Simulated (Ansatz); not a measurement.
**[NH2]− (SMILES [NH2-]): levels of theory compared**

Wanted: a comparison of 6 runs (UB3LYP/3-21G, revPBE/3-21G, UMP2/3-21G, MP2/6-31G*, BCCD(T)/3-21G, CCSD(T)/3-21G) of [NH2]−. 

The calculation is run with Ansatz 0.2.0.

2 further runs of the same task are left out: 2 that didn't finish.

## Step 1: The structure to begin with

The species is [NH2]− (3 atoms), meant as a singlet with charge -1. SMILES: `[NH2-]`. The H2–N1 distance was set to 2.055 Å, away from the relaxed value. At this shape a bond of the SMILES string is far longer than usual.

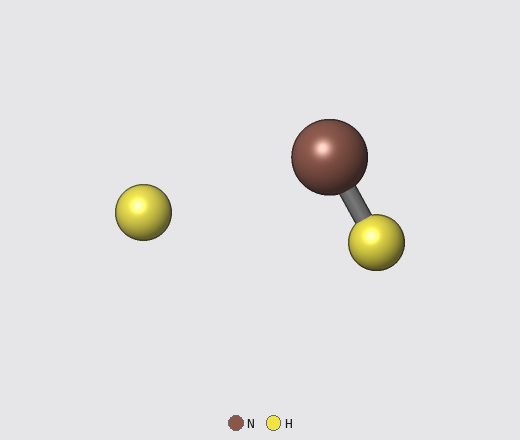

The structure, seen from a chosen angle (nitrogen brown, hydrogen yellow).

## Step 2: A single-point energy at UB3LYP/3-21G (run 1)

File input.yaml:

```yaml
crystal:
  periodic: [false, false, false]
  atoms:
    - {symbol: N, position_ang: [0.558903, -1.207212, 0.181400]}
    - {symbol: H, position_ang: [0.125500, 0.801200, 0.156000]}
    - {symbol: H, position_ang: [-0.250997, -1.602412, -0.312000]}
basis:
  gaussian: {orbitals: 3-21G.json}
magnetization: {spin_polarized: true}
accuracy: high
total_charge: -1
hamiltonian: {xc: {name: B3LYP}}
```

The basis set 3-21G is read from a file made from the Basis Set Exchange's data (not shown).

Launch:

```
ansatz run input.yaml --threads 1 --pin off --max-ram 2610MiB --events-out events.jsonl --progress --plain --runs-dir runs
```

Log:

```text
Warning: RAYON_NUM_THREADS=1 ignored (pool sized by the plan → 1); use --threads N
Functional definition: B3LYP
  name "B3LYP"
  parameter a0 = 0.2
  parameter ax = 0.72
  parameter ac = 0.81
  exchange = (1 - a0 - ax)*slater_x + ax*b88_x + a0*exact_x
  correlation = (1 - ac)*vwn_rpa_c + ac*lyp_c
247 factors; integrals over basis functions are off by at most 3.5e-9 eV
mean field evaluation 1: about -1505.0461 eV, gradient 1.7e1 eV
mean field evaluation 2: about -1489.4142 eV, gradient 5.2e1 eV
mean field evaluation 4: about -1507.3641 eV, gradient 1.5e0 eV
mean field evaluation 8: about -1507.3826 eV, gradient 9.9e-3 eV
mean field evaluation 16: about -1507.3826 eV, gradient 5.3e-9 eV
mean field evaluation 32: about -1507.5751 eV, gradient 2.4e-1 eV
mean field -1507.58077733 eV, -55.4025716918 hartree, gradient 9.7e-9 eV, S^2 0.563263; 5 other end points of the search recorded, 0 dependent functions left out
reference -1507.58079884 eV, -55.4025724825 hartree; 5, 5 occupied and 8, 8 virtual orbitals, 247 factors
Total energy: -1507.58079884 eV, -55.4025724825 hartree
```

Wall time 2.6 s (1 thread of Arm Neoverse N1, shared host).

## Step 3: The energy at revPBE/3-21G (run 2)

File job.yaml:

```yaml
crystal:
  periodic: [false, false, false]
  atoms:
    - {symbol: N, position_ang: [0.558903, -1.207212, 0.181400]}
    - {symbol: H, position_ang: [0.125500, 0.801200, 0.156000]}
    - {symbol: H, position_ang: [-0.250997, -1.602412, -0.312000]}
basis:
  gaussian: {orbitals: 3-21G.json}
accuracy: high
hamiltonian: {xc: {name: revPBE}}
total_charge: -1
```

The basis set 3-21G is read from a file made from the Basis Set Exchange's data (not shown).

Launch:

```
ansatz run job.yaml --threads 1 --pin off --max-ram 2610MiB --events-out events.jsonl --progress --plain --runs-dir runs
```

Log:

```text
Warning: RAYON_NUM_THREADS=1 ignored (pool sized by the plan → 1); use --threads N
Functional definition: revPBE
  name "revPBE"
  parameter kappa = 1.245
  parameter beta = 0.06672455060314922
  exchange = pbe_x(kappa = kappa, mu = beta*pi^2/3)
  correlation = pbe_c(beta = beta)
247 factors; integrals over basis functions are off by at most 3.5e-9 eV
mean field evaluation 1: about -1503.6273 eV, gradient 2.7e1 eV
mean field evaluation 2: about -1480.3131 eV, gradient 8.7e1 eV
mean field evaluation 4: about -1506.9603 eV, gradient 1.0e0 eV
mean field evaluation 8: about -1506.9630 eV, gradient 2.8e-1 eV
mean field evaluation 16: about -1506.9633 eV, gradient 1.2e-5 eV
mean field -1506.96328917 eV, -55.3798794207 hartree, gradient 2.0e-8 eV, S^2 0.000000; 0 other end points of the search recorded, 0 dependent functions left out
reference -1506.96329079 eV, -55.3798794800 hartree; 5, 5 occupied and 8, 8 virtual orbitals, 247 factors
Total energy: -1506.96329079 eV, -55.3798794800 hartree
```

Wall time 0.52 s (1 thread of Arm Neoverse N1, shared host).

## Step 4: The energy at UMP2/3-21G (run 3)

File in.yaml:

```yaml
crystal:
  periodic: [false, false, false]
  atoms:
    - {symbol: N, position_ang: [0.558903, -1.207212, 0.181400]}
    - {symbol: H, position_ang: [0.125500, 0.801200, 0.156000]}
    - {symbol: H, position_ang: [-0.250997, -1.602412, -0.312000]}
basis:
  gaussian:
    orbitals: 3-21G.json
total_charge: -1
magnetization:
  spin_polarized: true
correlation:
  method: mp2
  frozen_orbitals: {H: 0, "N": 1}
accuracy: high
```

The basis set 3-21G is read from a file made from the Basis Set Exchange's data (not shown).

Launch:

```
ansatz run in.yaml --threads 1 --pin off --max-ram 2610MiB --events-out events.jsonl --progress --plain --runs-dir runs
```

Log, cut to the lines that bear on the results:

```text
Warning: RAYON_NUM_THREADS=1 ignored (pool sized by the plan → 1); use --threads N
Functional definition: HF
  name "HF"
[...]
247 factors; integrals over basis functions are off by at most 3.5e-9 eV
[...]
mean field -1497.90590987 eV, -55.0470268706 hartree, gradient 3.0e-8 eV, S^2 0.831308; 17 other end points of the search recorded, 0 dependent functions left out
1 core orbitals not correlated: weight in the atoms' cores, before any rotation towards them, 1.000 or more for the frozen orbitals, at most 0.000 for the correlated occupied ones
reference -1497.90590987 eV, -55.0470268706 hartree; 4, 4 occupied and 8, 8 virtual orbitals, 247 factors
second order -2.30712511 eV of doubles, -0.00000000 eV of singles
Total energy: -1500.21303498 eV, -55.1318121545 hartree
```

Run time: 0.36 s. Hardware: 1 thread of Arm Neoverse N1, shared host.

Runs 4 to 5 aren't shown in full; the table further down has their settings and results.

## Step 5: The energy at CCSD(T)/3-21G (run 6)

File in.yaml:

```yaml
crystal:
  periodic: [false, false, false]
  atoms:
    - {symbol: "N", position_ang: [0.558903, -1.207212, 0.181400]}
    - {symbol: H, position_ang: [0.125500, 0.801200, 0.156000]}
    - {symbol: H, position_ang: [-0.250997, -1.602412, -0.312000]}
basis:
  gaussian: {orbitals: 3-21G.json}
accuracy: high
scf: {omitted_lower_state_checks: [cluster_reference, increment]}
correlation: {method: ccsd_t, frozen_orbitals: {H: 0, "N": 1}}
total_charge: -1
magnetization: {spin_polarized: false}
```

The basis set 3-21G is read from a file made from the Basis Set Exchange's data (not shown).

Launch:

```
ansatz run in.yaml --threads 1 --pin off --max-ram 2610MiB --events-out events.jsonl --progress --plain --runs-dir runs
```

Log, cut to the lines that bear on the results:

```text
Warning: RAYON_NUM_THREADS=1 ignored (pool sized by the plan → 1); use --threads N
Functional definition: HF
  name "HF"
[...]
247 factors; integrals over basis functions are off by at most 3.5e-9 eV
[...]
mean field -1497.36237458 eV, -55.0270523171 hartree, gradient 4.8e-8 eV, S^2 0.000000; 0 other end points of the search recorded, 0 dependent functions left out; unrestricted orbitals would lower it
1 core orbitals not correlated: weight in the atoms' cores, before any rotation towards them, 1.000 or more for the frozen orbitals, at most 0.000 for the correlated occupied ones
reference -1497.36237458 eV, -55.0270523171 hartree; 4, 4 occupied and 8, 8 virtual orbitals, 247 factors
second order -2.83960080 eV of doubles, -0.00000000 eV of singles
cycle   1  -3.08712655 eV  change   -2.5e-1 eV  update   1.2e-1
[...]
cycle  27  -3.56880012 eV  change  -3.1e-10 eV  update  1.8e-10
perturbative correction -0.19709269 eV, -0.0072430228 hartree
Total energy: -1501.12826739 eV, -55.1654463253 hartree
Checks for a lower state left out: cluster_reference, increment
```

Wall time 0.2 s (1 thread of Arm Neoverse N1, shared host).

## Step 6: All runs side by side

```
run                             level  frozen core orbitals  energy (Eh)  wall time
  1                      UB3LYP/3-21G                     –   -55.402572      2.6 s
  2                      revPBE/3-21G                     –   -55.379879     0.52 s
  3                        UMP2/3-21G                     1   -55.131812     0.36 s
  4  MP2/6-31G* (spherical functions)                     1   -55.510435     0.14 s
  5                     BCCD(T)/3-21G                     1   -55.164491     0.28 s
  6                     CCSD(T)/3-21G                     1   -55.165446      0.2 s
```

## Step 7: Results

```
                                         quantity         value
                              run 6: total energy  -55.16545 Eh
run 6: correlation energy (1 core orbital frozen)    -138.4 mEh
                            run 6: (T) correction     -7.24 mEh
                             run 6: T1 diagnostic         0.057
```

Totals of different functionals can't be ranked against each other. In run 6 the T1 diagnostic is large, so a single reference may not serve. In runs 4, 5, 6 the log says that unrestricted orbitals would lower the reference, so the values rest on an unstable closed-shell determinant (other closed-shell runs at this shape may share the fault). Spin contamination of the reference: run 3 ⟨S²⟩ = 0.83, run 1 ⟨S²⟩ = 0.56. Where it is this large, the reference is a mixture of spin states, and values that rest on it are in doubt. All runs together took 4.1 s, the longest 2.6 s.
